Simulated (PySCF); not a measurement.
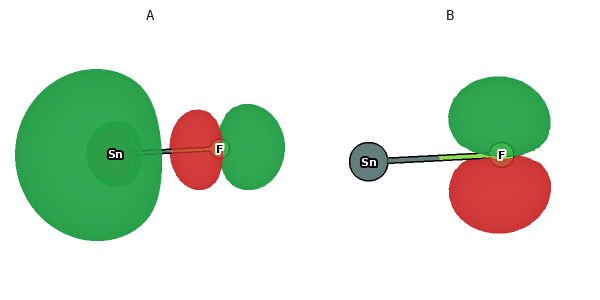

The picture shows: SnF (charge −1, triplet). Two frontier β-spin orbitals, each drawn at the value that holds 80 % of its norm (green and red are the two phases), in no order; of a degenerate pair one member is drawn.

Core potentials replace the inner electrons of Sn.

Method: PBE0/def2-SVPD, non-relativistic Hamiltonian with scalar-relativistic core potentials where named, at a bond length of 2.100 Å in PySCF 2.14.0.

Label each orbital by symmetry, say whether it is occupied, and order them by energy.

Orbital B: π, occupied in this spin, −4.25 eV; mainly on F (90 %).
Orbital A: σ, occupied in this spin, −3.02 eV; shared between the atoms (Sn 70 %, F 30 %).
